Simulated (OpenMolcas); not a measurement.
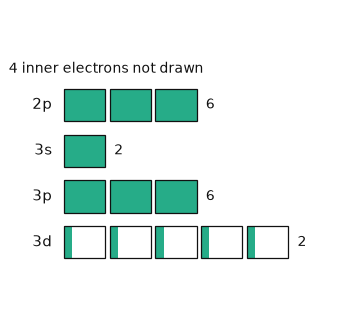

Fig. 1: The outer shells of the leading configuration of the lowest level: a box for each of the 2l + 1 orbitals, shaded by the share of the shell that is filled, with the electron count at the right.

## Multiconfigurational calculation, with input and output: V³⁺ complex

V³⁺ with 6 ligands (Br; octahedron, 2.568 Å), embedded in Cs2NaYBr6 by model potentials and point charges, whose field is part of the energies. Computed at this level: state-averaged CASSCF, active space 2 electrons in the shell 3d, basis ANO-RCC-VDZP on the metal and ANO-RCC-VDZP on the ligands, DKH2 scalar Hamiltonian, spin-orbit coupling by RASSI with atomic mean-field integrals (OpenMolcas).

## Input file
```
&GATEWAY
Basis set
V.ANO-RCC-VDZP.
V1 0.0 0.0 0.0 Angstrom
End of basis
Basis set
Br.ANO-RCC-VDZP.
L1 2.568000 0.000000 0.000000 Angstrom
L2 0.000000 2.568000 0.000000 Angstrom
L3 0.000000 0.000000 2.568000 Angstrom
End of basis
Basis set
Na.EMB-AIMP.Al-Abdalla.7s4p.1s1p.ECP.Cs2NaYBr6.
PseudoCharge
* 3 symmetry-unique lattice sites within 7.6 angstrom
End of basis
Basis set
Cs.EMB-AIMP.Al-Abdalla.0s.0s.ECP.Cs2NaYBr6.
PseudoCharge
* 4 symmetry-unique lattice sites within 7.6 angstrom
End of basis
Basis set
Br.EMB-AIMP.Al-Abdalla.0s.0s.ECP.Cs2NaYBr6.
PseudoCharge
* 12 symmetry-unique lattice sites within 7.6 angstrom
End of basis
Symmetry
XYZ
AngMom=0.0 0.0 0.0
AMFI
RICD
XField
1570 Angstrom 0
* Evjen-weighted lattice charges
&SEWARD
&RASSCF
FileOrb=start.orb
Symmetry=1
Spin=3
nActEl=2 0 0
Inactive=57 60
Ras2=5 0
CIRoot=10 10 1
SDav=10
CIMx=300
Iter=150 100
PrWF=0.3
OrbListing=Nothing
MaxOrb=1
LevShft=1.0
>>> COPY $Project.JobIph JOB001
&RASSCF
FileOrb=start.orb
Symmetry=1
Spin=1
nActEl=2 0 0
Inactive=57 60
Ras2=5 0
CIRoot=15 15 1
SDav=15
CIMx=300
Iter=150 100
PrWF=0.3
OrbListing=Nothing
MaxOrb=0
LevShft=1.0
>>> COPY $Project.JobIph JOB002
&RASSI
NrOfJobIphs=2 10 15
1 2 3 4 5 6 7 8 9 10
1 2 3 4 5 6 7 8 9 10 11 12 13 14 15
IphNames
JOB001
JOB002
EJob
SpinOrbit
DIPRint=1.0
SOCoupling=1000.0
Subsets=2
Property=9
'ANGMOM' 1 'ANGMOM' 2 'ANGMOM' 3 'MLTPL  1' 1 'MLTPL  1' 2 'MLTPL  1' 3
'AMFI' 1 'AMFI' 2 'AMFI' 3
SOProperty=3
'ANGMOM' 1 'ANGMOM' 2 'ANGMOM' 3
```

The file start.orb holds starting orbitals from an earlier step. A driver script formed the levels outside the program, from RASSI's spin-orbit matrix and the active-space energies, averaged over the components of each term or state.

Hardware: 1 thread of AMD EPYC (Zen 3), 128 GiB of memory available, shared host.

Launched with:
```bash
OMP_NUM_THREADS=1 MOLCAS_MEM=2457 MOLCAS_PROJECT=a pymolcas a.inp > a.log  # once for each step of the input, in one work folder
```

## The program's output (extracts)
```
--- SEWARD ---
Basis set label: V.ANO-RCC...5S4P2D1F.

      Electronic valence basis set:
      ------------------
      Associated Effective Charge  23.000000 au
      Associated Actual Charge     23.000000 au
      Nuclear Model: Point charge

      Shell  nPrim  nBasis  Cartesian Spherical Contaminant
         s      21       5        X
         p      15       4        X
         d      10       2                 X
         f       6       1                 X
                  Relativistic Douglas-Kroll-Hess integrals:
                    - DKH order of Hamiltonian: 2
                    - DKH order of Properties : 0
                  Atomic mean-field integrals
--- RASSCF ---
Wave function specifications:
      -----------------------------

      Number of closed shell electrons         234
      Number of electrons in active shells       2
      Max number of holes in RAS1 space          0
      Max nr of electrons in RAS3 space          0
      Number of inactive orbitals              117
      Number of active orbitals                  5
      Number of secondary orbitals              98
      Spin quantum number                      1.0
      State symmetry                             1
Orbital specifications:
      -----------------------

      Symmetry species                           1   2
                                                ag  au
      Frozen orbitals                            0   0
      Inactive orbitals                         57  60
      Active orbitals                            5   0
      RAS1 orbitals                              0   0
      RAS2 orbitals                              5   0
      RAS3 orbitals                              0   0
      Secondary orbitals                        46  52
      Deleted orbitals                           0   0
      Number of basis functions                108 112
      Number of CSFs                            10
      Number of root(s) required                10
      Iter CI   SX   CI       RASSCF       Energy    max ROT     max BLB   max BLB  Level Ln srch  Step   QN
          iter iter root      energy       change     param      element    value   shift minimum  type update
 Nr of preliminary CI iterations:   1
      Total energies have been shifted. Add               -16000.00 au
        1   1   16    0  -574.50336926    0.00E+00  -1.05E-01*   6  73 2 -2.68E-01*  1.13   0.00    SX    NO
        2   1   16    0  -574.95700241   -4.54E-01* -6.91E-02   52  60 1  1.26E-01*  0.86   0.00    SX    NO
        3   1   16    0  -575.08238065   -1.25E-01* -4.56E-02   52  60 1  7.84E-02*  0.71   0.00    SX    NO
        4   1   15    0  -575.11695258   -3.46E-02*  2.53E-02   52  60 1  4.43E-02*  0.69   0.00    SX    NO
        5   1   14    0  -575.12706338   -1.01E-02*  2.73E-02   52  60 1  2.68E-02*  0.70   2.23    LS   YES
        6   1   14    0  -575.13150710   -4.44E-03*  8.69E-03   52  60 1  6.13E-03*  0.72   1.14    QN   YES
        7   1   13    0  -575.13234478   -8.38E-04*  5.83E-03    4  71 2 -4.56E-03*  0.71   1.69    LS   YES
        8   1   13    0  -575.13251224   -1.67E-04* -1.33E-03    5  72 2 -4.96E-03*  0.71   1.03    QN   YES
        9   1   11    0  -575.13263605   -1.24E-04*  1.23E-03   34  59 1  1.21E-03*  0.71   1.48    QN   YES
       10   1   11    0  -575.13267183   -3.58E-05* -8.92E-04    6  73 2  9.03E-04*  0.71   1.28    QN   YES
       11   1   11    0  -575.13267925   -7.42E-06* -4.32E-04    6  73 2  4.58E-04*  0.71   1.49    LS   YES
       12   1   11    0  -575.13268013   -8.83E-07*  1.23E-04    6  63 2 -3.63E-04*  0.71   1.00    QN   YES
       13   1    9    0  -575.13268137   -1.24E-06*  8.96E-05   34  59 1  1.28E-04*  0.71   1.73    LS   YES
       14   1    9    0  -575.13268162   -2.51E-07*  6.74E-05    6  73 2 -2.37E-04*  0.71   0.96    QN   YES
       15   1    8    0  -575.13268177   -1.46E-07*  5.12E-05    6  73 2 -7.03E-05   0.71   1.76    LS   YES
       16   1    8    0  -575.13268180   -3.43E-08*  2.94E-05    4  71 2  5.61E-05   0.71   1.18    QN   YES
       17   1    7    0  -575.13268182   -1.50E-08* -1.49E-05   10  63 1  2.15E-05   0.71   1.31    QN   YES
       18   1    6    0  -575.13268182   -3.85E-09   5.20E-06   55  63 2  7.12E-06   0.71   1.22    QN   YES
      Convergence after 18 iterations
       19   1    6    0  -575.13268182   -4.80E-10   5.20E-06   31  61 2  2.35E-06   0.71   1.22    QN   YES
      Natural orbitals and occupation numbers for root  1
      sym 1:   0.931254   0.068746   0.068746   0.931254   0.000000
      Natural orbitals and occupation numbers for root  2
      sym 1:   0.938519   0.938519   0.061481   0.061481  -0.000000
      Natural orbitals and occupation numbers for root  3
      sym 1:   0.062081   0.937919  -0.000000   0.937919   0.062081
::    RASSCF root number  1 Total energy: -16575.18342043
::    RASSCF root number  2 Total energy: -16575.18342043
::    RASSCF root number  3 Total energy: -16575.18342043
::    RASSCF root number  4 Total energy: -16575.14235231
::    RASSCF root number  5 Total energy: -16575.14235231
::    RASSCF root number  6 Total energy: -16575.14235231
::    RASSCF root number  7 Total energy: -16575.09435255
::    RASSCF root number  8 Total energy: -16575.08504915
::    RASSCF root number  9 Total energy: -16575.08504915
::    RASSCF root number 10 Total energy: -16575.08504915
--- RASSCF ---
Wave function specifications:
      -----------------------------

      Number of closed shell electrons         234
      Number of electrons in active shells       2
      Max number of holes in RAS1 space          0
      Max nr of electrons in RAS3 space          0
      Number of inactive orbitals              117
      Number of active orbitals                  5
      Number of secondary orbitals              98
      Spin quantum number                      0.0
      State symmetry                             1
Orbital specifications:
      -----------------------

      Symmetry species                           1   2
                                                ag  au
      Frozen orbitals                            0   0
      Inactive orbitals                         57  60
      Active orbitals                            5   0
      RAS1 orbitals                              0   0
      RAS2 orbitals                              5   0
      RAS3 orbitals                              0   0
      Secondary orbitals                        46  52
      Deleted orbitals                           0   0
      Number of basis functions                108 112
      Number of CSFs                            15
      Number of root(s) required                15
      Iter CI   SX   CI       RASSCF       Energy    max ROT     max BLB   max BLB  Level Ln srch  Step   QN
          iter iter root      energy       change     param      element    value   shift minimum  type update
 Nr of preliminary CI iterations:   1
      Total energies have been shifted. Add               -16000.00 au
        1   1    9    0  -575.07113467    0.00E+00  -1.41E-02   58  64 1 -8.36E-03*  0.70   0.00    SX    NO
        2   1    9    0  -575.07200107   -8.66E-04*  5.16E-03   51  62 1 -6.37E-03*  0.69   0.00    SX    NO
        3   1    8    0  -575.07223827   -2.37E-04*  3.13E-03   51  62 1 -3.69E-03*  0.69   0.00    SX    NO
        4   1    8    0  -575.07231804   -7.98E-05*  1.60E-03   51  62 1 -2.64E-03*  0.69   0.00    SX    NO
        5   1    8    0  -575.07234812   -3.01E-05*  2.37E-03   51  62 1 -1.74E-03*  0.69   2.50    LS   YES
        6   1    7    0  -575.07236733   -1.92E-05* -4.84E-04   46  73 2  5.99E-04*  0.69   1.14    QN   YES
        7   1    7    0  -575.07236887   -1.53E-06*  3.60E-04   49  63 1 -2.40E-04*  0.69   1.58    QN   YES
        8   1    6    0  -575.07236945   -5.88E-07* -8.86E-05   52  58 1  1.01E-04*  0.69   1.22    QN   YES
        9   1    6    0  -575.07236952   -6.69E-08* -5.68E-05   52  58 1  5.09E-05   0.69   1.49    QN   YES
       10   1    5    0  -575.07236954   -1.73E-08*  3.11E-05   52  58 1  2.16E-05   0.69   1.34    QN   YES
       11   1    5    0  -575.07236954   -4.54E-09  -1.21E-05   49  63 1  1.14E-05   0.69   1.45    QN   YES
      Convergence after 11 iterations
       12   1    5    0  -575.07236954   -1.03E-09  -1.21E-05   49  63 1  7.76E-06   0.69   1.45    QN   YES
      Natural orbitals and occupation numbers for root  1
      sym 1:   0.098051   0.902323   0.901772   0.000000   0.097854
      Natural orbitals and occupation numbers for root  2
      sym 1:   0.097636   0.901299   0.902867   0.098197   0.000000
      Natural orbitals and occupation numbers for root  3
      sym 1:   0.901776   0.098056   0.902300   0.000000   0.097868
::    RASSCF root number  1 Total energy: -16575.12214427
::    RASSCF root number  2 Total energy: -16575.12214427
::    RASSCF root number  3 Total energy: -16575.12214427
::    RASSCF root number  4 Total energy: -16575.11968250
::    RASSCF root number  5 Total energy: -16575.11968250
::    RASSCF root number  6 Total energy: -16575.07449653
::    RASSCF root number  7 Total energy: -16575.07449653
::    RASSCF root number  8 Total energy: -16575.07449653
::    RASSCF root number  9 Total energy: -16575.06575868
::    RASSCF root number 10 Total energy: -16575.06278271
::    RASSCF root number 11 Total energy: -16575.06278271
::    RASSCF root number 12 Total energy: -16575.06278271
::    RASSCF root number 13 Total energy: -16575.03108893
::    RASSCF root number 14 Total energy: -16575.03108893
::    RASSCF root number 15 Total energy: -16574.93997107
--- RASSI ---
SPIN-FREE ENERGIES:
  (Shifted by EMIN (a.u.) =     -16575.1834204282)

 SF State       Relative EMIN(au)   Rel lowest level(eV)    D:o, cm**(-1)

     1             0.0000000000        0.0000000000              0.0000
     2             0.0000000000        0.0000000000              0.0000
     3             0.0000000000        0.0000000000              0.0000
     4             0.0410681144        1.1175203237           9013.4093
     5             0.0410681144        1.1175203237           9013.4093
     6             0.0410681144        1.1175203237           9013.4093
    11             0.0612761536        1.6674090841          13448.5612
    12             0.0612761536        1.6674090841          13448.5612
    13             0.0612761536        1.6674090841          13448.5612
    14             0.0637379233        1.7343972484          13988.8572
    15             0.0637379233        1.7343972484          13988.8572
     7             0.0890678797        2.4236604769          19548.1401
     9             0.0983712806        2.6768189112          21590.0005
    10             0.0983712806        2.6768189112          21590.0005
     8             0.0983712806        2.6768189112          21590.0005
    16             0.1089238963        2.9639702143          23906.0320
    17             0.1089238963        2.9639702143          23906.0320
    18             0.1089238963        2.9639702143          23906.0320
    19             0.1176617481        3.2017392737          25823.7688
    20             0.1206377227        3.2827196676          26476.9197
    21             0.1206377227        3.2827196676          26476.9197
    22             0.1206377227        3.2827196676          26476.9197
    23             0.1523314977        4.1451512209          33432.8993
    24             0.1523314977        4.1451512209          33432.8993
    25             0.2434493607        6.6245945849          53430.9587
     Dipole printing threshold changed to   1.00000000E+00
Eigenvalues of complex Hamiltonian:
   -----------------------------------
  (Shifted by EMIN (a.u.) =     -16575.1834204282)

 SO State       Relative EMIN(au)   Rel lowest level(eV)    D:o, cm**(-1)

     1            -0.0006316776        0.0000000000              0.0000
     2            -0.0006316776        0.0000000000              0.0000
     3            -0.0006144250        0.0004694683              3.7865
     4            -0.0006144250        0.0004694683              3.7865
     5            -0.0006144250        0.0004694683              3.7865
     6             0.0005906290        0.0332606570            268.2653
     7             0.0005906290        0.0332606569            268.2653
     8             0.0005906290        0.0332606569            268.2653
     9             0.0011847786        0.0494282922            398.6661
    10             0.0405384013        1.1202949178           9035.7879
    11             0.0407792214        1.1268479683           9088.6418
    12             0.0407792214        1.1268479682           9088.6418
    13             0.0407792214        1.1268479683           9088.6418
    14             0.0413327402        1.1419099810           9210.1251
    15             0.0413327402        1.1419099810           9210.1251
    16             0.0413327402        1.1419099810           9210.1251
    17             0.0413444973        1.1422299100           9212.7055
    18             0.0413444973        1.1422299100           9212.7055
    19             0.0612887339        1.6849402330          13589.9595
    20             0.0612887339        1.6849402330          13589.9595
    21             0.0612887339        1.6849402330          13589.9595
    22             0.0637441179        1.7517546359          14128.8540
    23             0.0637441179        1.7517546359          14128.8540
    24             0.0890696522        2.4408975331          19687.1663
    25             0.0890696522        2.4408975331          19687.1663
    26             0.0890696522        2.4408975331          19687.1663
    27             0.0976830591        2.6752802754          21577.5906
    28             0.0980357863        2.6848784710          21655.0053
    29             0.0980357863        2.6848784710          21655.0053
    30             0.0980357863        2.6848784710          21655.0053
    31             0.0986886093        2.7026426898          21798.2834
    32             0.0986886093        2.7026426897          21798.2834
    33             0.0986886093        2.7026426897          21798.2834
    34             0.0987134549        2.7033187720          21803.7363
    35             0.0987134549        2.7033187720          21803.7363
    36             0.1089658197        2.9822998299          24053.8703
    37             0.1089658197        2.9822998299          24053.8703
    38             0.1089658197        2.9822998299          24053.8703
    39             0.1176845363        3.2195481972          25967.4074
    40             0.1206476754        3.3001793173          26617.7413
    41             0.1206476754        3.3001793173          26617.7413
Weights of the five most important spin-orbit-free states for each spin-orbit state.

 SO State  Total energy (au)           Spin-free states, spin, and weights
 -------------------------------------------------------------------------------------------------------
    1        -0.000632       2 1.0  0.5425    3 1.0  0.4415    1 1.0  0.0154    5 1.0  0.0003   14 0.0  0.0002
    2        -0.000632       1 1.0  0.6509    3 1.0  0.2247    2 1.0  0.1237    4 1.0  0.0003    6 1.0  0.0002
    3        -0.000614       1 1.0  0.4964    3 1.0  0.4528    2 1.0  0.0506   13 0.0  0.0001    5 1.0  0.0001
    4        -0.000614       3 1.0  0.4934    2 1.0  0.4929    1 1.0  0.0134   11 0.0  0.0001    4 1.0  0.0001
    5        -0.000614       1 1.0  0.4899    2 1.0  0.4562    3 1.0  0.0535   12 0.0  0.0001    5 1.0  0.0001
    6         0.000591       3 1.0  0.4985    2 1.0  0.4939    1 1.0  0.0075    4 1.0  0.0001    6 1.0  0.0001
    7         0.000591       3 1.0  0.4956    1 1.0  0.4944    2 1.0  0.0098    5 1.0  0.0001    6 1.0  0.0001
    8         0.000591       1 1.0  0.4980    2 1.0  0.4961    3 1.0  0.0057    5 1.0  0.0001    4 1.0  0.0001
    9         0.001185       2 1.0  0.3333    3 1.0  0.3333    1 1.0  0.3333   19 0.0  0.0001   25 0.0  0.0000
   10         0.040538       4 1.0  0.3333    5 1.0  0.3333    6 1.0  0.3333   23 0.0  0.0000   14 0.0  0.0000
   11         0.040779       6 1.0  0.4993    5 1.0  0.4957    4 1.0  0.0036   13 0.0  0.0009    7 1.0  0.0002
   12         0.040779       4 1.0  0.4993    5 1.0  0.4990   12 0.0  0.0009    6 1.0  0.0004    7 1.0  0.0002
```

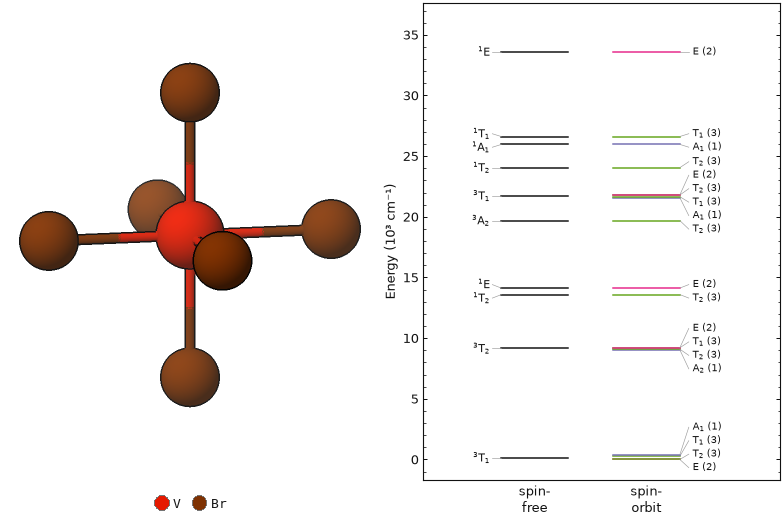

Fig. 2: V³⁺ (3d²) as a dopant in Cs₂NaYBr₆, a cluster with its 6 nearest Br⁻ at 2.568 Å (octahedron) embedded in model potentials and point charges; the geometry was set, not optimised, and its levels. Labels give the representation in O, Td, D4 or D3 as the site allows (double group for half-integer spin) where it could be assigned and, in brackets, the degeneracy; spin-free states, where drawn, share the zero of the spin-orbit levels. The ground level is E, doubly degenerate, 100 % from states of spin multiplicity 3. Its principal g values are all close to zero. The next level lies at 3.8 cm⁻¹ (T₂). The lowest spin-free state is ³T₁; of the same spin there follow at 9,010 cm⁻¹ (³T₂), 19,500 cm⁻¹ (³A₂) and 21,600 cm⁻¹ (³T₁) above it. The active orbitals hold 86 to 96 % metal character (Löwdin), and the Mulliken charge of the metal is +0.85.

## Key numbers

```
                                 quantity                 value
                                  outcome             converged
      energy of the lowest spin-free term  −16575.18342 hartree
    energy of the lowest spin-orbit level  −16575.18405 hartree
largest spread among components of a term              0.0 cm⁻¹
                                wall time                  89 s
                              peak memory              0.27 GiB
```

## Notes

Without dynamic correlation the splittings between terms come out too large, often by 20 to 50 %. Limits: covalent bonds, ligand orbitals missing from the active space; the geometry is set by hand, with no relaxation.
